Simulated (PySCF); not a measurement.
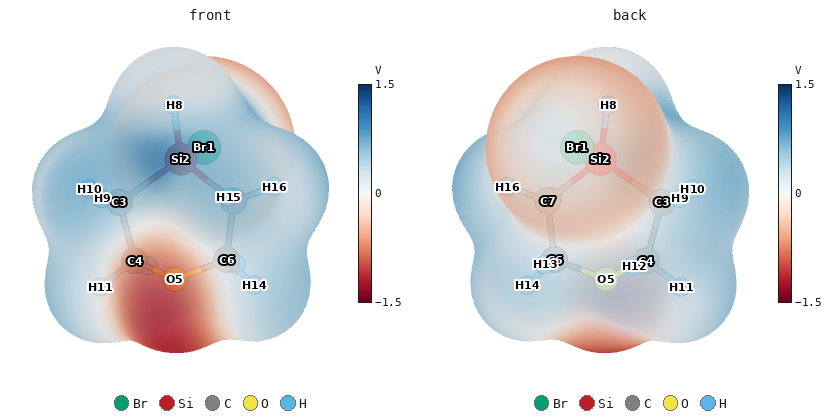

*C4H9BrOSi. The electrostatic potential painted on the density surface at 0.001 e/bohr³, seen from the front and from behind; red is negative and blue positive.*

Geometry: PBE0-D3(BJ)/def2-SVP.

Level of theory: PySCF 2.14.0, CAM-B3LYP/def2-SVPD, SCF density, gas phase.

```xyz
16

Br    0.8832   -0.4137    3.1446
Si    0.3572   -1.0867    1.0677
C    -1.3761   -0.4919    0.6633
C    -1.3397    1.0025    0.3262
O    -0.4244    1.3196   -0.6904
C     0.9271    1.2669   -0.3144
C     1.4485   -0.1637   -0.1475
H     0.5170   -2.5679    1.0353
H    -1.7322   -1.0583   -0.2151
H    -2.0787   -0.6875    1.4888
H    -2.3247    1.3367   -0.0344
H    -1.1121    1.5855    1.2425
H     1.0872    1.8354    0.6249
H     1.4856    1.7870   -1.1080
H     1.3951   -0.6882   -1.1178
H     2.5029   -0.1639    0.1709
```

Describe the electrostatic potential map.

Answer. The most negative region (about −1.2 V, or −28 kcal/mol for a unit charge) lies over O5, the most positive (about +1.0 V, or +23 kcal/mol for a unit charge) over Si2. O5 is the likeliest acceptor of a hydrogen bond.

How polar is the molecule by this calculation?

Answer. Its dipole moment is 1.10 D.
